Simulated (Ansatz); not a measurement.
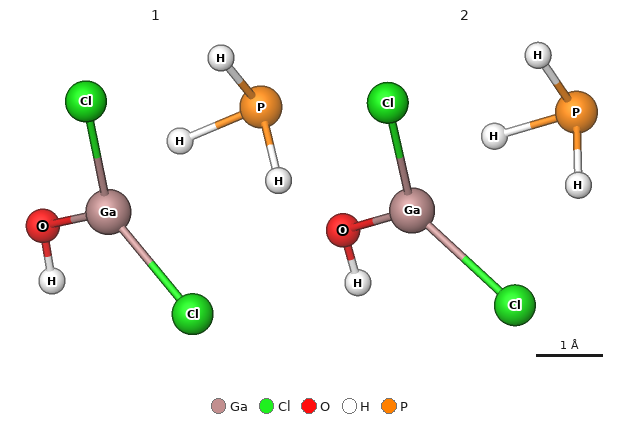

Two geometries of GaPH₄OCl₂, drawn at one scale. One is the start of a relaxation, the other its converged end. A ball-and-stick model, seen from a free direction.

The calculation used RKS PBE0/def2-SVP in Ansatz 0.2.0. Set-up: no spin polarisation; force threshold 0.03 eV/Å; at most 50 steps.

Question: Which geometry has the lower energy?

Answer: Structure 1 is the relaxed one. The run prepares an end point of a later path (reaction) calculation, from a guessed geometry. After 7 accepted moves (8 points after the start) the energy has fallen by 1.82 kcal/mol. Largest force component: 0.92 eV/Å at the start, 0.0093 eV/Å at the end. The line search rejected the trial step at point 4 of the run. A Cl atom moves most after the best rigid fit: 0.29 Å. Largest moves by element: Cl 0.29 Å, H 0.18 Å, O 0.16 Å, P 0.14 Å, Ga 0.08 Å. Near-neighbour distances that change, for instance: Cl–Ga 2.210 → 2.141 Å, Ga–P 3.486 → 3.432 Å, Cl–Ga 2.123 → 2.128 Å, Ga–O 1.767 → 1.771 Å.

Limits of the set-up: the start holds two separate molecules, 2.6 Å apart at their closest, whose relative position is a soft coordinate and is computed without a dispersion correction.
